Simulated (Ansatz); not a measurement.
Pressure series in CuI

Take CuI in the zinc blende structure (space group F-43m, No. 216) as the base.

```cif
data_CuI
_chemical_formula_sum 'I1 Cu1'
_space_group_name_H-M_alt 'P 1'
_space_group_IT_number 1
_cell_length_a 4.29874
_cell_length_b 4.29874
_cell_length_c 4.29874
_cell_angle_alpha 60.000
_cell_angle_beta 60.000
_cell_angle_gamma 60.000
loop_
_space_group_symop_operation_xyz
  'x, y, z'
loop_
_atom_site_label
_atom_site_type_symbol
_atom_site_fract_x
_atom_site_fract_y
_atom_site_fract_z
_atom_site_occupancy
I1 I 0.75000 0.75000 0.75000 1
Cu1 Cu 0.00000 0.00000 0.00000 1
```

Cell and atoms are relaxed at each pressure.

Computed with DFT with PBE, PAW potentials and a 420 eV plane-wave cutoff in Ansatz (an electronic-structure program), no spin-orbit coupling.

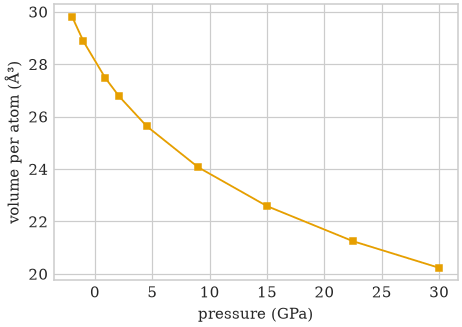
Volume against pressure

Problem. Estimate the zero-pressure bulk modulus from the plot.

Solution. About 39 GPa; a third-order Birch–Murnaghan fit to the points gives V₀ = 28.08 Å³/atom, B₀ = 39 GPa and B₀′ = 5.1.

Measured bulk modulus of CuI: 36.6 GPa (temperature not stated; as listed in Abhijith M. Gopakumar et al., Physical Chemistry Chemical Physics (2017)); the computed value is for a static lattice, so the two differ by thermal effects too.

Between the base and pressure 4.5 GPa the gap moves from 1.10 eV to 1.36 eV, a mean slope of 57 meV/GPa.

With I present, leaving out spin-orbit coupling can change the band edges. Load acts through the strain it causes; cell and atoms are relaxed under it. Stability against distortions was not tested. Tetrahedral semiconductors of this kind turn to denser phases somewhere between about 1 and 50 GPa; those were not computed, so compressed cells here can lie past the real transition. All final runs are without spin polarisation.
